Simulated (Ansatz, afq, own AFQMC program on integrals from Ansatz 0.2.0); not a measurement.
# GeHO (quartet): AFQMC on the coupled-cluster ladder at angle O2–Ge1–H3 = 118.1°, cc-pVDZ

How near does AFQMC come to the top of the ladder for GeHO (quartet)?

Method: cc-pVDZ, frozen cores; program: Ansatz 0.2.0, Gaussian basis, and an in-house AFQMC program (afq) on its integrals; all values are calculated.

To be run: PBE (unrestricted); r2SCAN (unrestricted); PBE0 (unrestricted); B3LYP (unrestricted); wB97M-V (unrestricted); B2PLYP (unrestricted); CCSD(T) on ROHF; CCSDT(Q) on ROHF; Phaseless AFQMC, CISD trial on ROHF; Phaseless AFQMC, single-determinant trial on ROHF; Free-projection AFQMC, CISD trial on ROHF; CCSD(T) on UHF; CCSDT(Q) on UHF; Phaseless AFQMC, CISD trial on UHF; Phaseless AFQMC, single-determinant trial on UHF; Free-projection AFQMC, CISD trial on UHF.

## Step 1: The system

The geometry derives from a PBE0/def2-TZVP stationary point (not a proven minimum). One angle is set to the value named; bond lengths are kept. No spin-orbit coupling is included. The filled d shell of Ge may be among the frozen orbitals whatever the setting's name suggests; the logs give the count.

3 atoms, charge 0, spin multiplicity 4.

Atoms are counted from 1 here; the program's logs count them from 0.

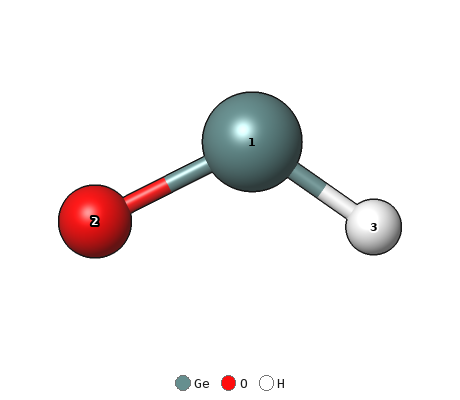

The geometry (germanium teal, oxygen red, hydrogen white); atoms are numbered from 1 in the order of the file.

## Step 2: PBE (unrestricted)

in.yaml

```yaml
crystal:
  periodic: [false, false, false]
  atoms:
    - {symbol: Ge, position_ang: [0.000000, -0.026990, 0.322045]}
    - {symbol: O, position_ang: [0.000000, 0.039109, -1.531862]}
    - {symbol: H, position_ang: [0.000000, 1.324345, 1.106710]}
basis:
  gaussian: {orbitals: cc-pVDZ}
magnetization: {spin_polarized: true, initial_magnetization: 3}
hamiltonian: {xc: {name: PBE}}
output: {orbitals: {seedname: orbitals}}
```

Launch:

```console
ansatz run in.yaml --threads 1 --pin off --events-out ev --progress --plain --max-ram 1382MiB
```

Log:

```text
Functional definition: PBE
  name "PBE"
  cite "Perdew, Burke & Ernzerhof, Phys. Rev. Lett. 77, 3865 (1996) doi:10.1103/PhysRevLett.77.3865"
  parent pbe
  parameter kappa = 0.804
  parameter beta = 0.06672455060314922
  exchange = pbe_x(kappa = kappa, mu = beta*pi^2/3)
  correlation = pbe_c(beta = beta)
568 factors; their error is unknown
mean field evaluation 1: about -58563.5785 eV, gradient 2.0e1 eV
mean field evaluation 2: about -58547.2988 eV, gradient 5.7e1 eV
mean field evaluation 4: about -58565.0425 eV, gradient 3.9e0 eV
mean field evaluation 8: about -58565.1396 eV, gradient 4.4e-2 eV
mean field evaluation 16: about -58565.1507 eV, gradient 5.9e-1 eV
mean field evaluation 32: about -58565.2752 eV, gradient 8.3e-6 eV
mean field -58565.27517032 eV, -2152.2341655402 hartree, gradient 3.7e-6 eV, S^2 3.753336; 4 other end points of the search recorded, 0 dependent functions left out
reference -58565.27519843 eV, -2152.2341665729 hartree; 22, 19 occupied and 24, 27 virtual orbitals, 568 factors
Total energy: -58565.27519843 eV, -2152.2341665729 hartree
```

Run time: 3.7 s. Hardware: 1 thread of Arm Neoverse V2, shared host.

From the report: ⟨S²⟩ of the determinant 3.753 (pure quartet: 3.75).

## Step 3: r2SCAN (unrestricted)

in.yaml: that of step 2 with these lines changed.

```diff
@@ -9,3 +9,2 @@
 magnetization: {spin_polarized: true, initial_magnetization: 3}
-hamiltonian: {xc: {name: PBE}}
-output: {orbitals: {seedname: orbitals}}
+hamiltonian: {xc: {name: r2SCAN}}
```

Launched as before.

Log (excerpt; [...] marks lines left out):

```text
Functional definition: r2SCAN
  name "r2SCAN"
  cite "Furness, Kaplan, Ning, Perdew & Sun, J. Phys. Chem. Lett. 11, 8208 (2020) doi:10.1021/acs.jpclett.0c02405"
  cite "Furness, Kaplan, Ning, Perdew & Sun, J. Phys. Chem. Lett. 11, 9248 (2020) doi:10.1021/acs.jpclett.0c03077"
  parent r2scan
[...]
568 factors; their error is unknown
[...]
mean field -58574.86118416 eV, -2152.5864450508 hartree, gradient 1.1e-6 eV, S^2 3.758169; 2 other end points of the search recorded, 0 dependent functions left out
reference -58574.86119300 eV, -2152.5864453759 hartree; 22, 19 occupied and 24, 27 virtual orbitals, 568 factors
Total energy: -58574.86119300 eV, -2152.5864453759 hartree
```

Wall time 10 s (1 thread of Arm Neoverse V2, shared host).

From the report: ⟨S²⟩ of the determinant 3.758 (pure quartet: 3.75).

## Step 4: PBE0 (unrestricted)

in.yaml: that of step 3 with these lines changed.

```diff
@@ -9,2 +9,3 @@
 magnetization: {spin_polarized: true, initial_magnetization: 3}
-hamiltonian: {xc: {name: r2SCAN}}
+hamiltonian: {xc: {name: PBE0}}
+output: {orbitals: {seedname: orbitals}}
```

The command is unchanged.

Log (excerpt; [...] marks lines left out):

```text
Functional definition: PBE0
  name "PBE0"
  cite "Adamo & Barone, J. Chem. Phys. 110, 6158 (1999) doi:10.1063/1.478522"
  cite "Perdew, Burke & Ernzerhof, Phys. Rev. Lett. 77, 3865 (1996) doi:10.1103/PhysRevLett.77.3865"
  parent pbe
[...]
500 factors; integrals over basis functions are off by at most 1.2e-3 eV
[...]
mean field -58566.76023080 eV, -2152.2887405059 hartree, gradient 6.5e-6 eV, S^2 3.756414; 2 other end points of the search recorded, 0 dependent functions left out
reference -58566.76025190 eV, -2152.2887412813 hartree; 22, 19 occupied and 24, 27 virtual orbitals, 500 factors
Total energy: -58566.76025190 eV, -2152.2887412813 hartree
```

Run time: 4.1 s. Hardware: 1 thread of Arm Neoverse V2, shared host.

From the report: ⟨S²⟩ of the determinant 3.756 (pure quartet: 3.75).

## Step 5: B3LYP (unrestricted)

in.yaml: that of step 4 with these lines changed.

```diff
@@ -9,3 +9,2 @@
 magnetization: {spin_polarized: true, initial_magnetization: 3}
-hamiltonian: {xc: {name: PBE0}}
-output: {orbitals: {seedname: orbitals}}
+hamiltonian: {xc: {name: B3LYP}}
```

Launched as before.

Log (excerpt; [...] marks lines left out):

```text
Functional definition: B3LYP
  name "B3LYP"
  cite "Stephens, Devlin, Chabalowski & Frisch, J. Phys. Chem. 98, 11623 (1994) doi:10.1021/j100096a001"
  cite "Becke, Phys. Rev. A 38, 3098 (1988) doi:10.1103/PhysRevA.38.3098"
  cite "Lee, Yang & Parr, Phys. Rev. B 37, 785 (1988) doi:10.1103/PhysRevB.37.785"
  cite "Vosko, Wilk & Nusair, Can. J. Phys. 58, 1200 (1980) doi:10.1139/p80-159"
[...]
500 factors; integrals over basis functions are off by at most 1.2e-3 eV
[...]
mean field -58577.26638914 eV, -2152.6748347038 hartree, gradient 2.3e-6 eV, S^2 3.756375; 2 other end points of the search recorded, 0 dependent functions left out
reference -58577.26656747 eV, -2152.6748412571 hartree; 22, 19 occupied and 24, 27 virtual orbitals, 500 factors
Total energy: -58577.26656747 eV, -2152.6748412571 hartree
```

It took 4 s on 1 thread of Arm Neoverse V2, shared host.

From the report: ⟨S²⟩ of the determinant 3.756 (pure quartet: 3.75).

## Step 6: wB97M-V (unrestricted)

in.yaml: that of step 5 with these lines changed.

```diff
@@ -9,2 +9,3 @@
 magnetization: {spin_polarized: true, initial_magnetization: 3}
-hamiltonian: {xc: {name: B3LYP}}
+hamiltonian: {xc: {name: wB97M-V}}
+output: {orbitals: {seedname: orbitals}}
```

Same command.

Log (excerpt; [...] marks lines left out):

```text
Functional definition: wB97M-V
  name "wB97M-V"
  cite "Mardirossian & Head-Gordon, J. Chem. Phys. 144, 214110 (2016) doi:10.1063/1.4952647"
  cite "Becke, J. Chem. Phys. 107, 8554 (1997) doi:10.1063/1.475007"
  cite "Vydrov & Van Voorhis, J. Chem. Phys. 133, 244103 (2010) doi:10.1063/1.3521275"
  # Of w^i u^j: cxij and so on, Table III.
[...]
  gx(w, u) = 1 - cx + cx01*u + cx10*w
  gss(w, u) = css00 + css04*u^4 + css10*w + css20*w^2 + css43*w^4*u^3
  gos(w, u) = cos00 + cos10*w + (cos20 + cos21*u)*w^2 + (cos60 + cos61*u)*w^6
[...]
      + integral(e_c_pw_mod_opposite_spin*gos(b97_w_opposite, b97_u_opposite)) + vv10(b, c)
500 factors; integrals over basis functions are off by at most 1.2e-3 eV
127 factors; integrals over basis functions are off by at most 4.8e-6 eV
[...]
mean field -58572.19959903 eV, -2152.4886336014 hartree, gradient 1.5e-6 eV, S^2 3.757527; 2 other end points of the search recorded, 0 dependent functions left out
reference -58572.19962677 eV, -2152.4886346210 hartree; 22, 19 occupied and 24, 27 virtual orbitals, 500 factors
Total energy: -58572.19962677 eV, -2152.4886346210 hartree
```

Run time: 18 s. Hardware: 1 thread of Arm Neoverse V2, shared host.

From the report: ⟨S²⟩ of the determinant 3.758 (pure quartet: 3.75).

## Step 7: B2PLYP (unrestricted)

in.yaml: that of step 6 with these lines changed.

```diff
@@ -9,3 +9,3 @@
 magnetization: {spin_polarized: true, initial_magnetization: 3}
-hamiltonian: {xc: {name: wB97M-V}}
-output: {orbitals: {seedname: orbitals}}
+hamiltonian: {xc: {name: B2PLYP}}
+correlation: {electrons: outside_noble_gas}
```

Launched as before.

Log (excerpt; [...] marks lines left out):

```text
Functional definition: B2PLYP
  name "B2PLYP"
  cite "Grimme, J. Chem. Phys. 124, 034108 (2006) doi:10.1063/1.2148954"
  cite "Becke, Phys. Rev. A 38, 3098 (1988) doi:10.1103/PhysRevA.38.3098"
  cite "Lee, Yang & Parr, Phys. Rev. B 37, 785 (1988) doi:10.1103/PhysRevB.37.785"
[...]
500 factors; integrals over basis functions are off by at most 1.2e-3 eV
[...]
mean field -58561.09085111 eV, -2152.0803946452 hartree, gradient 3.3e-6 eV, S^2 3.762337; 4 other end points of the search recorded, 0 dependent functions left out
15 core orbitals not correlated: weight in the atoms' cores, before any rotation towards them, 0.991 or more for the frozen orbitals, at most 0.009 for the correlated occupied ones
reference -58561.09096409 eV, -2152.0803987972 hartree; 7, 4 occupied and 24, 27 virtual orbitals, 500 factors
second order -6.83456704 eV of doubles, -0.00000000 eV of singles
Total energy: -58562.93629719 eV, -2152.1482135379 hartree
```

It took 5.5 s on 1 thread of Arm Neoverse V2, shared host.

From the report: ⟨S²⟩ of the determinant 3.762 (pure quartet: 3.75).

## Step 8: CCSD(T) on ROHF

in.yaml: that of step 7 with these lines changed.

```diff
@@ -8,4 +8,3 @@
   gaussian: {orbitals: cc-pVDZ}
-magnetization: {spin_polarized: true, initial_magnetization: 3}
-hamiltonian: {xc: {name: B2PLYP}}
-correlation: {electrons: outside_noble_gas}
+magnetization: {spin_polarized: false, initial_magnetization: 3}
+correlation: {method: ccsd_t, electrons: outside_noble_gas, hamiltonian_folder: ham}
```

Launched as before.

Log (excerpt; [...] marks lines left out):

```text
Functional definition: HF
  name "HF"
  cite "Fock, Z. Phys. 61, 126 (1930) doi:10.1007/BF01340294"
  parent pbe
[...]
500 factors; integrals over basis functions are off by at most 1.2e-3 eV
[...]
mean field -58522.54813535 eV, -2150.6639759664 hartree, gradient 5.7e-6 eV, S^2 3.750000; 11 other end points of the search recorded, 0 dependent functions left out
[...]
determinant -58522.54813535 eV, -2150.6639759664 hartree, with singles and doubles -58528.88256116 eV, -2150.8967618211 hartree
determinant -58522.48278871 eV, -2150.6615745217 hartree, with singles and doubles -58528.78124370 eV, -2150.8930384731 hartree
determinant -58520.39208354 eV, -2150.5847425237 hartree, with singles and doubles -58526.90381678 eV, -2150.8240443065 hartree
determinant -58519.37688820 eV, -2150.5474347830 hartree, with singles and doubles -58525.34580361 eV, -2150.7667883785 hartree
determinant -58519.08918669 eV, -2150.5368619476 hartree, with singles and doubles -58525.77463194 eV, -2150.7825475289 hartree
determinant -58522.54813535 eV, -2150.6639759664 hartree, with singles and doubles -58528.88638255 eV, -2150.8969022546 hartree
determinant -58522.48278871 eV, -2150.6615745217 hartree, with singles and doubles -58528.78295612 eV, -2150.8931014034 hartree
15 core orbitals not correlated: weight in the atoms' cores, before any rotation towards them, 0.994 or more for the frozen orbitals, at most 0.006 for the correlated occupied ones
reference -58522.54813535 eV, -2150.6639759664 hartree; 7, 4 occupied and 24, 27 virtual orbitals, 500 factors
second order -5.50795100 eV of doubles, -0.11298400 eV of singles
cycle   1  -6.33824947 eV  change   -2.3e-6 eV  update   4.6e-6
perturbative correction -0.14862131 eV, -0.0054617322 hartree
Total energy: -58529.03500613 eV, -2150.9023640704 hartree
```

Run time: 5.5 s. Hardware: 1 thread of Arm Neoverse V2, shared host.

From the report: correlation -6.4869 eV; T1 0.031; largest double amplitude 0.03.

This run also writes the integrals to the folder ham.

## Step 9: CCSDT(Q) on ROHF

in.yaml: that of step 8 with these lines changed.

```diff
@@ -9,2 +9,2 @@
 magnetization: {spin_polarized: false, initial_magnetization: 3}
-correlation: {method: ccsd_t, electrons: outside_noble_gas, hamiltonian_folder: ham}
+correlation: {method: ccsdt_q, electrons: outside_noble_gas}
```

Same command.

Log (excerpt; [...] marks lines left out):

```text
Functional definition: HF
  name "HF"
  cite "Fock, Z. Phys. 61, 126 (1930) doi:10.1007/BF01340294"
  parent pbe
[...]
858 factors; integrals over basis functions are off by at most 1.4e-7 eV
[...]
mean field -58522.54833209 eV, -2150.6639831962 hartree, gradient 2.0e-6 eV, S^2 3.750000; 11 other end points of the search recorded, 0 dependent functions left out
[...]
determinant -58522.54833209 eV, -2150.6639831962 hartree, with singles and doubles -58528.88276328 eV, -2150.8967692487 hartree
determinant -58522.48298706 eV, -2150.6615818107 hartree, with singles and doubles -58528.78144447 eV, -2150.8930458514 hartree
determinant -58520.39229867 eV, -2150.5847504296 hartree, with singles and doubles -58526.90403692 eV, -2150.8240523963 hartree
determinant -58519.37707914 eV, -2150.5474417998 hartree, with singles and doubles -58525.34600746 eV, -2150.7667958700 hartree
determinant -58519.08940476 eV, -2150.5368699614 hartree, with singles and doubles -58525.77484399 eV, -2150.7825553215 hartree
determinant -58522.54833209 eV, -2150.6639831962 hartree, with singles and doubles -58528.88658454 eV, -2150.8969096777 hartree
determinant -58522.48298706 eV, -2150.6615818107 hartree, with singles and doubles -58528.78315704 eV, -2150.8931087871 hartree
15 core orbitals not correlated: weight in the atoms' cores, before any rotation towards them, 0.994 or more for the frozen orbitals, at most 0.006 for the correlated occupied ones
reference -58522.54833209 eV, -2150.6639831962 hartree; 7, 4 occupied and 24, 27 virtual orbitals, 858 factors
second order -5.50797235 eV of doubles, -0.11298359 eV of singles
cycle   1  -6.03799353 eV  change   -4.1e-1 eV  update   8.3e-2
[...]
cycle  25  -6.51650741 eV  change    2.2e-7 eV  update   1.2e-6
perturbative correction -0.01345810 eV, -0.0004945761 hartree
Total energy: -58529.07829760 eV, -2150.9039550027 hartree
```

It took 19 s on 1 thread of Arm Neoverse V2, shared host; peak memory 0.3 GiB.

From the report: correlation -6.5300 eV; T1 0.032; largest double amplitude 0.04.

## Step 10: Phaseless AFQMC, CISD trial on ROHF

It reads the integrals that the CCSD(T) run on this determinant wrote.

Launch:

```console
afq ham --method phaseless --trial cisd --walkers 60 --populations 1 --least-time 40 --time-step 0.005 --steps-per-block 50 --equilibration-blocks 28 --max-blocks 300 --target-error 0.0004 --factor-cut 1e-05 --start spin_pure --seed 5184 --release-times 0.24,0.51,0.99,1.62,2.4 --release-step 0.03 --release-every 4 --taylor-order 6
```

Log:

```text
orbitals 31  electrons 7 4  factors 234 of 500
reference energy -2150.66397597 Eh
CCSD correlation -0.23292614 Eh in 15 cycles, weight of the determinant in the CISD state 0.8931
energy of the start -2150.896901 Eh
 block  time / (1/Eh)  mean weight  energy / Eh
     1     0.250  1.0022  -2150.894794
     2     0.500  0.9995  -2150.895348
     3     0.750  1.0007  -2150.897851
     4     1.000  0.9971  -2150.903435
     5     1.250  1.0009  -2150.899395
     6     1.500  0.9983  -2150.901489
     7     1.750  0.9991  -2150.900308
     8     2.000  1.0019  -2150.904007
     9     2.250  0.9996  -2150.903218
    10     2.500  0.9993  -2150.902589
    17     4.250  1.0001  -2150.897480
    25     6.250  0.9989  -2150.901664
    33     8.250  1.0017  -2150.899246
    41    10.250  1.0024  -2150.908890
    49    12.250  0.9989  -2150.898748
    57    14.250  1.0012  -2150.904922
    65    16.250  0.9973  -2150.903302
    73    18.250  1.0010  -2150.900333
    81    20.250  1.0003  -2150.897797
    89    22.250  1.0002  -2150.899148
    97    24.250  0.9989  -2150.900447
   105    26.250  1.0005  -2150.897906
   113    28.250  1.0001  -2150.904076
   121    30.250  1.0034  -2150.902325
   129    32.250  0.9984  -2150.898805
   137    34.250  1.0044  -2150.900025
   145    36.250  0.9986  -2150.903668
   153    38.250  1.0007  -2150.902760
   161    40.250  1.0009  -2150.906467
   169    42.250  0.9944  -2150.898740
   177    44.250  1.0021  -2150.899013
   185    46.250  1.0021  -2150.904743
   193    48.250  0.9996  -2150.901148
   201    50.250  0.9975  -2150.909704
   209    52.250  1.0014  -2150.905223
   217    54.250  1.0024  -2150.912170
   225    56.250  0.9999  -2150.901870
   233    58.250  1.0000  -2150.900636
   241    60.250  1.0009  -2150.901429
   249    62.250  0.9994  -2150.898215
   257    64.250  1.0011  -2150.897452
   265    66.250  0.9980  -2150.907003
   273    68.250  1.0016  -2150.909992
   281    70.250  1.0000  -2150.901521
   289    72.250  0.9985  -2150.904325
   297    74.250  0.9996  -2150.905810
   305    76.250  0.9994  -2150.899441
   313    78.250  0.9975  -2150.901333
   321    80.250  0.9984  -2150.897628
blocks merged  error / Eh  count
     1  0.000251  300
     2  0.000300  150
     4  0.000346  75
     8  0.000423  37
    16  0.000483  18
    32  0.000554  9
released: time / (1/Eh)  energy / Eh  error  mean overlap
  0.24  -2150.902893  0.000399  0.9862
  0.51  -2150.903272  0.000405  0.9822
  0.99  -2150.903608  0.000478  0.9706
  1.62  -2150.903695  0.000608  0.9624
  2.40  -2150.904025  0.000506  0.9515
energy -2150.902745 +/- 0.000483 Eh
```

Run time: 4.1 min. Hardware: 1 thread of Arm Neoverse V2, shared host.

Energy -58529.0454 ± 0.0132 eV. Caveats: constraint bias not in the error.

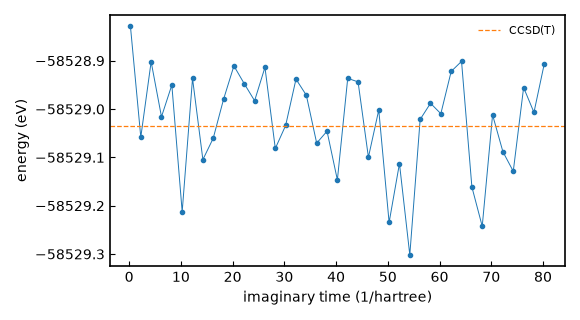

Block energies along the walk.

## Step 11: Phaseless AFQMC, single-determinant trial on ROHF

It reads the integrals that the CCSD(T) run on this determinant wrote.

Launch:

```console
afq ham --method phaseless --trial hf --walkers 120 --populations 1 --least-time 40 --time-step 0.005 --steps-per-block 20 --equilibration-blocks 112 --max-blocks 600 --target-error 0.0012000000000000001 --factor-cut 1e-05 --start spin_pure --seed 7731 --taylor-order 6
```

Log:

```text
orbitals 31  electrons 7 4  factors 234 of 500
reference energy -2150.66397597 Eh
CCSD correlation -0.23292614 Eh in 15 cycles, weight of the determinant in the CISD state 0.8931
energy of the start -2150.663984 Eh
 block  time / (1/Eh)  mean weight  energy / Eh
     1     0.100  0.9996  -2150.727102
     2     0.200  1.0009  -2150.764456
     3     0.300  1.0015  -2150.804063
     4     0.400  1.0029  -2150.840040
     5     0.500  1.0022  -2150.844778
     6     0.600  1.0023  -2150.869407
     7     0.700  1.0020  -2150.887794
     8     0.800  0.9968  -2150.878780
     9     0.900  0.9988  -2150.882683
    10     1.000  1.0010  -2150.891942
    18     1.800  0.9972  -2150.873160
    35     3.500  0.9996  -2150.900121
    52     5.200  1.0014  -2150.893187
    69     6.900  0.9985  -2150.918202
    86     8.600  1.0005  -2150.892733
   103    10.300  1.0000  -2150.906025
   120    12.000  0.9991  -2150.899695
   137    13.700  0.9996  -2150.926358
   154    15.400  1.0004  -2150.911758
   171    17.100  0.9987  -2150.924971
   188    18.800  1.0014  -2150.943052
   205    20.500  1.0003  -2150.894382
   222    22.200  0.9977  -2150.912714
   239    23.900  0.9999  -2150.896728
   256    25.600  1.0004  -2150.889849
   273    27.300  0.9984  -2150.899624
   290    29.000  1.0020  -2150.881935
   307    30.700  0.9993  -2150.886774
   324    32.400  1.0006  -2150.897914
   341    34.100  1.0025  -2150.929971
   358    35.800  1.0016  -2150.912287
   375    37.500  1.0006  -2150.871501
   392    39.200  0.9999  -2150.896119
   409    40.900  1.0006  -2150.891890
   426    42.600  0.9977  -2150.855261
   443    44.300  1.0006  -2150.904761
   460    46.000  0.9994  -2150.892236
   477    47.700  0.9988  -2150.887790
   494    49.400  1.0003  -2150.870637
   511    51.100  1.0016  -2150.887776
   528    52.800  1.0022  -2150.888715
   545    54.500  1.0011  -2150.900817
   562    56.200  0.9991  -2150.917212
   579    57.900  1.0028  -2150.938414
   596    59.600  0.9996  -2150.900862
   613    61.300  0.9980  -2150.907543
   630    63.000  0.9996  -2150.884657
   647    64.700  1.0029  -2150.929486
   664    66.400  0.9921  -2150.882874
   681    68.100  1.0016  -2150.892287
   698    69.800  1.0014  -2150.879638
blocks merged  error / Eh  count
     1  0.000869  600
     2  0.001129  300
     4  0.001433  150
     8  0.001775  75
    16  0.002112  37
    32  0.002447  18
    64  0.002454  9
energy -2150.901788 +/- 0.002447 Eh
```

Wall time 2.7 min (1 thread of Arm Neoverse V2, shared host).

Energy -58529.0193 ± 0.0666 eV. Caveats: constraint bias not in the error; error above the target.

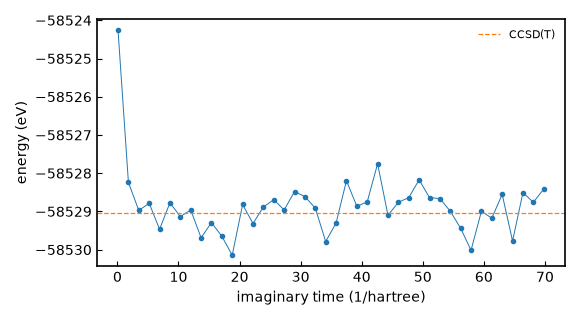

Block energies along the walk.

## Step 12: Free-projection AFQMC, CISD trial on ROHF

It reads the integrals that the CCSD(T) run on this determinant wrote.

Launch:

```console
afq ham --method free --trial cisd --walkers 60 --time-step 0.03 --max-blocks 80 --target-error 0.0004 --factor-cut 1e-05 --seed 2047 --times 0,0.21,0.42,0.81,1.2,1.8,2.4,3 --taylor-order 8
```

Log:

```text
orbitals 31  electrons 7 4  factors 234 of 500
reference energy -2150.66397597 Eh
CCSD correlation -0.23292614 Eh in 15 cycles, weight of the determinant in the CISD state 0.8931
repeat  energy at the last time / Eh  error
    10  -2150.903248  0.001259
    20  -2150.902164  0.000776
    30  -2150.903730  0.000801
    40  -2150.904037  0.000678
    50  -2150.903727  0.000574
    60  -2150.903681  0.000512
    70  -2150.903549  0.000476
    80  -2150.903623  0.000457
time / (1/Eh)  energy / Eh  error  mean overlap
  0.00  -2150.897147  0.000197  1.1204
  0.21  -2150.900248  0.000218  1.1211
  0.42  -2150.901535  0.000256  1.1222
  0.81  -2150.902641  0.000232  1.1219
  1.20  -2150.902948  0.000268  1.1195
  1.80  -2150.903411  0.000329  1.1193
  2.40  -2150.903691  0.000425  1.1214
  3.00  -2150.903623  0.000457  1.1274
energy -2150.903623 +/- 0.000457 Eh
```

Wall time 2.2 min (1 thread of Arm Neoverse V2, shared host).

Energy -58529.0693 ± 0.0124 eV. Caveats: remainder of the start not in the error.

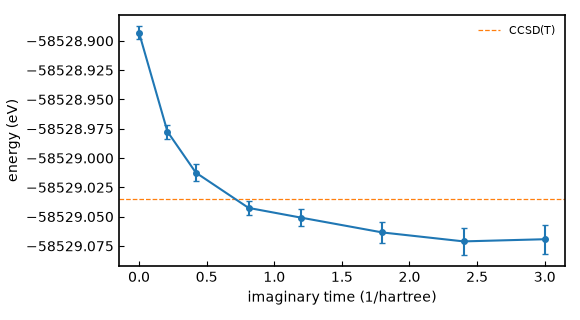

Energy against projection time, with error bars.

[end of part 1 of 2]
